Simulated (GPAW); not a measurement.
**Run report: NH₃S, property calculation**

System: NH₃S (Thiohydroxylamine).
Method: vdW-DF/dzp, scalar-relativistic datasets (GPAW 26.7.0).

The geometry comes from this level: GFN2-xTB.

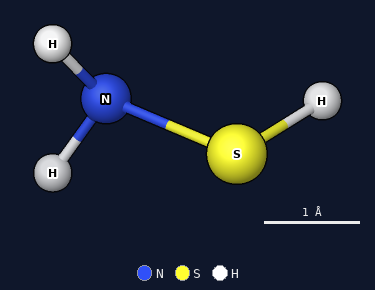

*The structure (ball-and-stick view, seen at a tilt).*

## Input file (sp.py)
```python
import numpy as np
from ase import Atoms
from ase.units import Debye
from gpaw import GPAW

mol = Atoms(['N', 'S', 'H', 'H', 'H'],
    positions=[[ -0.162760,  -0.507400,  -0.231700],
               [  0.168270,   0.954370,   0.610330],
               [  0.015040,  -1.300690,   0.375430],
               [ -1.135990,  -0.524720,  -0.519210],
               [  1.115440,   1.378440,  -0.234860]])
mol.center(vacuum=7.0)

dft = GPAW(mode='lcao',
           basis='dzp',
           h=0.2,
           xc={'name': 'vdW-DF', 'backend': 'libvdwxc'},
           occupations={'name': 'fermi-dirac', 'width': 0.05},
           nbands=-10,
           mixer={'name': 'pulay', 'beta': 0.25, 'nmaxold': 10, 'weight': 1.0},
           maxiter=80,
           txt='h3ns.txt')
mol.calc = dft

energy = mol.get_potential_energy()
print(f'Energy                  {energy:.5f} eV')
dipole = mol.get_dipole_moment() / Debye
print(f'Dipole: {np.linalg.norm(dipole):.3f} D')
homo, lumo = dft.get_homo_lumo()
print(f'HOMO = {homo:.3f} eV')
print(f'LUMO = {lumo:.3f} eV')
print(f'Gap                     {lumo - homo:.3f} eV')
```

Launched with:
```bash
OMP_NUM_THREADS=1 python sp.py
```

## What the program printed
```
Energy                  -42.44253 eV
Dipole: 0.896 D
HOMO = -5.521 eV
LUMO = -0.383 eV
Gap                     5.138 eV
```

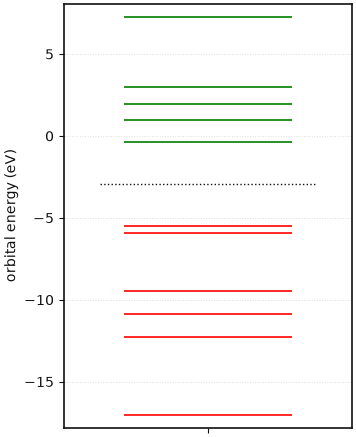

*Orbital energies near the frontier; the dotted line parts filled from empty levels, and levels within 0.02 eV of each other stand side by side.*

Highest filled −5.52 eV, lowest empty −0.38 eV, 5.14 eV apart.

## Summary

| quantity | value |
| --- | --- |
| outcome | converged |
| energy relative to the program's reference atoms | −42.4425 eV |
| basis functions | 41 |
| HOMO | −5.52 eV |
| LUMO | −0.38 eV |
| dipole moment | 0.90 D |
| hardware | 1 thread of Arm Neoverse V2, 24 GiB of memory available, shared host |
| wall time | 48 s |
| peak memory | 2.4 GiB |

## Notes

Settings chosen away from the usual ones: nbands set to -10; mixer set to pulay; beta set to 0.25; nmaxold set to 10; weight set to 1.0; vacuum set to 7.0 (from 4.5).
